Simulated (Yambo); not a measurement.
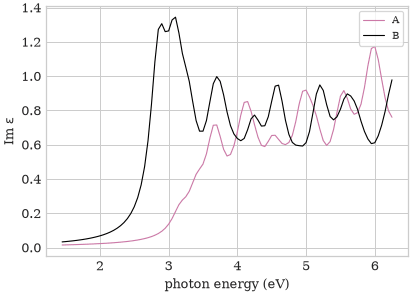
Two computed absorption spectra of BaO (rock salt, space group Fm-3m, No. 225) under isotropic strain of -3 % on all lattice vectors (Yambo, PBEsol bands with the same scissor, field along x)

Task: Which curve includes the electron-hole attraction (BSE)?

Result: Curve B: the attraction moves weight to lower energy (centre of the plotted range 4.3 eV against 4.8 eV). Settings: 10×10×10 mesh, 3 valence and 1 conduction bands, static screening with 22 bands and a 4 Ry block, scissor 1.28 eV, Tamm-Dancoff. The scissor comes from a G0W0 run whose convergence isn't established. Broadening 0.15 eV. The band window holds all transitions up to 6.3 eV. On this mesh the peak heights and the fine structure are mesh artefacts; only the shift of weight is robust.

Geometry strained from the cell relaxed with PBEsol, atoms relaxed again; primitive cell a = b = c = 3.763 Å, α = β = γ = 60.00°.
